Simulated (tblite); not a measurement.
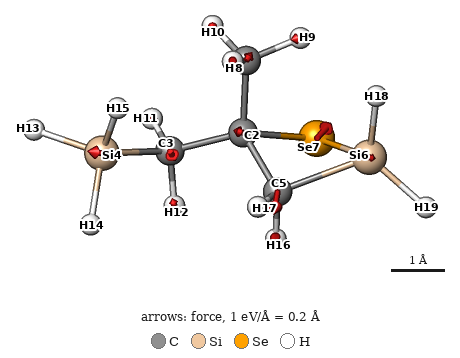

Starting geometry of C4H12SeSi2 with the computed forces as red arrows. The picture is a ball-and-stick view, seen face on.

The calculation used tblite 0.8.0, GFN2-xTB geometry optimisation, gas phase. 

Q: Is this structure relaxed? If not, where do the atoms go?

A: It isn't relaxed: the largest force vector, on Se atoms, is 3.50 eV/Å. The final displacements have little in common with the starting forces (cosine between the two patterns 0.17). The largest move after the best rigid fit is that of an H atom, 1.37 Å. By element the largest moves are H 1.37 Å, Si 0.53 Å, Se 0.48 Å, C 0.37 Å. Some distances before and after: C–Se 2.405 → 2.797 Å, C–Se 1.946 → 2.085 Å, C–C 1.477 → 1.537 Å, C–Si 1.852 → 1.909 Å. Bond angles that change, for instance: C–Si–Se 70.4° → 83.4°, C–C–Se 88.2° → 100.0°, C–C–H 118.5° → 111.5°. Groups turn about C–Si by about 50°, C–C by about 40°, C–Si by about 35°. Over 166 geometry steps the energy falls by 29.6 kcal/mol.
